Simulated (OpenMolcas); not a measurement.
# One shape, several levels: doublet [SnSiH6]−

Aim: a comparison of 6 runs (UHF/def2-SVPD, UB3LYP/def2-SVPD, UBLYP/def2-SVPD, UM06-L/def2-SVPD, UPBE/def2-SVPD, USVWN5/def2-SVPD) of doublet [SnSiH6]−. 

The calculation is run with OpenMolcas 26.06.

### Step 1. Starting point

[SnSiH6]− has 8 atoms, charge -1, and is taken as a doublet. As SMILES of the parent species, `[SiH3][SnH3]`. The coordinates come from a PBE0-D4/def2-TZVP relaxation. That shape belongs to the parent species and isn't relaxed for this state.

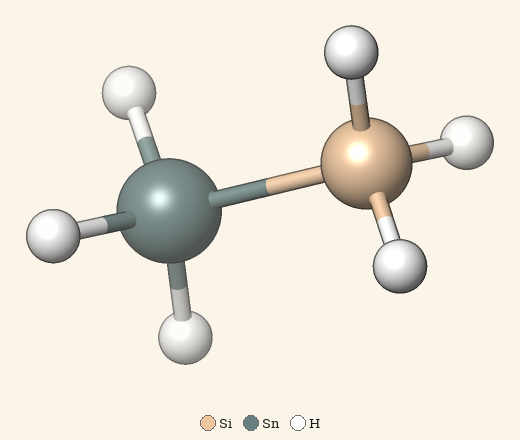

Viewed from a chosen angle; silicon light orange, tin teal, hydrogen white.

### Step 2. A single-point energy at UHF/def2-SVPD (core potential) (run 1)

Input file input.xyz:

```xyz
8

Si    -0.621900     0.121300    -1.152100
Sn     0.611700    -0.129400     1.077500
H     -2.070400     0.355200    -0.912500
H     -0.465000    -1.112000    -1.967300
H     -0.071600     1.272400    -1.915300
H      0.450400     1.285900     2.019300
H      2.276200    -0.410700     0.820500
H     -0.017200    -1.439600     1.974000
```

Input file run.input:

```
&GATEWAY
BasLib=$CurrDir
Coord=input.xyz
Basis=def2-SVPD
Group=NoSym
&SEWARD
&SCF
UHF
Charge=-1
Spin=2
Thresholds=1e-10 1e-07 1e-07 1e-05
PrOrbitals=1 2
```

The basis set def2-SVPD is read from a file made from the Basis Set Exchange's data (not shown).

Started as:

```console
$ export MOLCAS_MEM=1860
$ pymolcas run.input > run.log
```

The program printed:

```text
--- Start Module: gateway ---
[...]
--- Stop Module: gateway /rc=_RC_ALL_IS_WELL_ ---
--- Start Module: seward ---
[...]
      Basis functions          104
--- Stop Module: seward /rc=_RC_ALL_IS_WELL_ ---
[...]
--- Start Module: scf ---
[...]
       Convergence after  23 Iterations
[...]
::    Total SCF energy                               -505.5868116614
[...]
      Total spin, S                                     0.5010928214
[...]
      Total electronic charge=   43.000000
      Total            charge=   -1.000000
[...]
      Dipole Moment (debye):
      Origin of the operator (angstrom)=    0.3641   -0.0791    0.6301
                   X= -2.1931E+00               Y=  4.4582E-01               Z= -3.9635E+00           Total=  4.5517E+00
      Center of Charge (angstrom)
[...]
--- Stop Module: scf /rc=_RC_ALL_IS_WELL_ ---
[...]
```

Run time: 28 s. Hardware: 1 thread of AMD EPYC 7R43 (Zen 3), shared host; peak memory 0.59 GiB.

### Step 3. The energy at UB3LYP/def2-SVPD (core potential) (run 2)

Input file test.input:

```
>>> EXPORT MOLCAS_PRINT=2

&GATEWAY
  BasLib
  $CurrDir
  Coord
  8
  angstrom
  Si      -0.621900       0.121300      -1.152100
  Sn       0.611700      -0.129400       1.077500
  H       -2.070400       0.355200      -0.912500
  H       -0.465000      -1.112000      -1.967300
  H       -0.071600       1.272400      -1.915300
  H        0.450400       1.285900       2.019300
  H        2.276200      -0.410700       0.820500
  H       -0.017200      -1.439600       1.974000
  Basis
  def2-SVPD
  Group
  NoSym

&SEWARD
  GridInput
  Grid=UltraFine
  End of Grid

&SCF
  UHF
  Charge
  -1
  Spin
  2
  KSDFT
  B3LYP
  Thresholds
  1e-10 1e-07 1e-07 1e-05
  PrOrbitals
  0
```

The basis set def2-SVPD is read from a file made from the Basis Set Exchange's data (not shown).

Started as:

```console
$ export MOLCAS_MEM=1860
$ pymolcas test.input > test.log
```

The program printed:

```text
--- Start Module: gateway ---
[...]
--- Stop Module: gateway /rc=_RC_ALL_IS_WELL_ ---
--- Start Module: seward ---
[...]
      Basis functions          104
--- Stop Module: seward /rc=_RC_ALL_IS_WELL_ ---
[...]
--- Start Module: scf ---
[...]
       Convergence after  21 Iterations
[...]
::    Total KS-DFT energy                            -507.3387682835
[...]
      Total spin, S                                     0.5004788524
[...]
      Total electronic charge=   43.000000
      Total            charge=   -1.000000
[...]
      Dipole Moment (debye):
      Origin of the operator (angstrom)=    0.3641   -0.0791    0.6301
                   X= -5.2700E-01               Y=  1.0500E-01               Z= -9.5427E-01           Total=  1.0952E+00
      Center of Charge (angstrom)
[...]
--- Stop Module: scf /rc=_RC_ALL_IS_WELL_ ---
[...]
```

Wall time 1.7 min (1 thread of AMD EPYC 7R43 (Zen 3), shared host); peak memory 0.59 GiB.

Runs 3 to 5 aren't shown in full; the table further down has their settings and results.

### Step 4. The energy at USVWN5/def2-SVPD (core potential) (run 6)

Input file run.inp:

```
&GATEWAY
  BasLib=$CurrDir
  BasisSet
  Si.def2-SVPD....
  Si1 -0.621900 0.121300 -1.152100 angstrom
  End of Basis
  BasisSet
  Sn.def2-SVPD....
  Sn2 0.611700 -0.129400 1.077500 angstrom
  End of Basis
  BasisSet
  H.def2-SVPD....
  H3 -2.070400 0.355200 -0.912500 angstrom
  H4 -0.465000 -1.112000 -1.967300 angstrom
  H5 -0.071600 1.272400 -1.915300 angstrom
  H6 0.450400 1.285900 2.019300 angstrom
  H7 2.276200 -0.410700 0.820500 angstrom
  H8 -0.017200 -1.439600 1.974000 angstrom
  End of Basis

&SEWARD
  GridInput
  Grid=UltraFine
  End of Grid

&SCF
  UHF
  Charge=-1
  Spin=2
  KSDFT=SVWN5
  Thresholds=1e-10 1e-07 1e-07 1e-05
  PrOrbitals=1
```

The basis set def2-SVPD is read from a file made from the Basis Set Exchange's data (not shown).

Started as:

```console
$ export MOLCAS_MEM=1860
$ pymolcas run.inp > run.log
```

The program printed:

```text
--- Start Module: gateway ---
[...]
--- Stop Module: gateway /rc=_RC_ALL_IS_WELL_ ---
--- Start Module: seward ---
[...]
      Basis functions          104
--- Stop Module: seward /rc=_RC_ALL_IS_WELL_ ---
[...]
--- Start Module: scf ---
[...]
       Convergence after  24 Iterations
[...]
::    Total KS-DFT energy                            -505.6890128929
[...]
      Total spin, S                                     0.5002294568
[...]
      Dipole Moment (debye):
      Origin of the operator (angstrom)=    0.3641   -0.0791    0.6301
                   X= -3.5171E-01               Y=  6.9538E-02               Z= -6.3728E-01           Total=  7.3121E-01
      Center of Charge (angstrom)
[...]
--- Stop Module: scf /rc=_RC_ALL_IS_WELL_ ---
[...]
```

Run time: 72 s. Hardware: 1 thread of AMD EPYC 7R43 (Zen 3), shared host; peak memory 0.59 GiB.

### Step 5. Overview of the runs

| run | level | integration grid | energy (Eh) | HOMO energy (eV) | LUMO energy (eV) | ⟨S²⟩ | wall time |
| --- | --- | --- | --- | --- | --- | --- | --- |
| 1 | UHF/def2-SVPD (core potential) | – | -505.586812 | 1.68 | 5.16 | 0.752 | 28 s |
| 2 | UB3LYP/def2-SVPD (core potential) | UltraFine | -507.338768 | 2.20 | 3.19 | 0.751 | 1.7 min |
| 3 | UBLYP/def2-SVPD (core potential) | UltraFine | -507.156734 | 2.58 | 2.89 | 0.751 | 95 s |
| 4 | UM06-L/def2-SVPD (core potential) | UltraFine | -507.379249 | 2.78 | 3.52 | 0.752 | 2.9 min |
| 5 | UPBE/def2-SVPD (core potential) | UltraFine | -507.067746 | 2.42 | 2.86 | 0.751 | 1.7 min |
| 6 | USVWN5/def2-SVPD (core potential) | UltraFine | -505.689013 | 2.32 | 2.62 | 0.750 | 72 s |

### Step 6. What came out

```
                                 quantity          value
                      run 6: total energy  -505.68901 Eh
run 6: HOMO energy (highest over α and β)        2.32 eV
 run 6: LUMO energy (lowest over α and β)        2.62 eV
                              run 6: ⟨S²⟩          0.750
```

What this shows: Totals of different functionals can't be ranked against each other. In runs 1, 2, 3, 4, 5, 6 the HOMO lies above zero, so the outermost electron may be held by the basis alone. All runs together took 9.6 min, the longest 2.9 min.
